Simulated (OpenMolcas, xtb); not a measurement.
**How methods differ on SnH2Cl2 (SMILES [Cl][SnH2][Cl])**

SnH2Cl2: 5 atoms, total charge 0, spin state singlet. SMILES: `[Cl][SnH2][Cl]`. The shape is that of a PBE0-D4/def2-TZVP optimisation.

```xyz
5

Cl   -1.7953   -0.3262    1.2065
Sn    0.1924   -0.1029    0.0386
Cl   -0.2504    1.2955   -1.7539
H     0.6022   -1.6263   -0.5821
H     1.3010    0.6863    1.0494
```

Each level gives the electronic atomisation energy (eV). The values are calculated. Electronic energies at fixed atoms, without zero-point motion or spin-orbit coupling.

```json
{"level": "GFN2-xTB", "kind": "semi-empirical", "program": "xtb", "value (eV)": "14.08", "CPU time (all runs)": "under 2 s"}
{"level": "HF/def2-SVPD (core potential)", "kind": "Hartree–Fock", "program": "OpenMolcas", "value (eV)": "8.84", "CPU time (all runs)": "16 s"}
{"level": "SVWN5/def2-SVPD (core potential)", "kind": "LDA", "program": "OpenMolcas", "value (eV)": "14.11", "CPU time (all runs)": "32 s"}
{"level": "PBE/def2-SVPD (core potential)", "kind": "GGA", "program": "OpenMolcas", "value (eV)": "12.20", "CPU time (all runs)": "39 s"}
{"level": "M06-L/def2-SVPD (core potential)", "kind": "meta-GGA", "program": "OpenMolcas", "value (eV)": "12.78", "CPU time (all runs)": "51 s"}
{"level": "r2SCAN/def2-SVPD (core potential)", "kind": "meta-GGA", "program": "OpenMolcas", "value (eV)": "12.38", "CPU time (all runs)": "58 s"}
{"level": "M06-2X/def2-SVPD (core potential)", "kind": "hybrid meta-GGA", "program": "OpenMolcas", "value (eV)": "12.11", "CPU time (all runs)": "43 s"}
{"level": "PBE0/def2-SVPD (core potential)", "kind": "global hybrid", "program": "OpenMolcas", "value (eV)": "12.12", "CPU time (all runs)": "33 s"}
```

The values span 8.84 to 14.11 eV. The xTB rows lack spin polarisation, so open shells miss the exchange term that lowers them. Times are those of the runs behind each value, whatever else they computed, on shared processors of several kinds: orders of magnitude only.

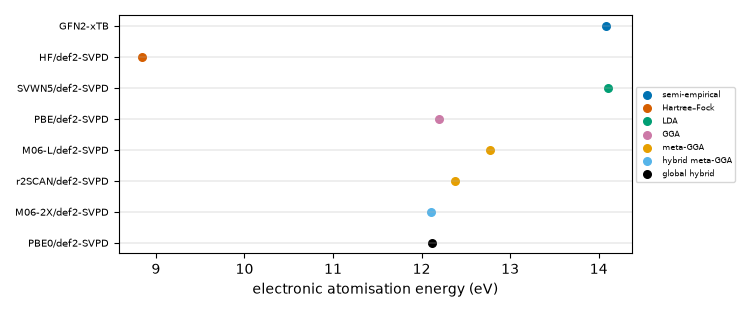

The values of the table, level by level.
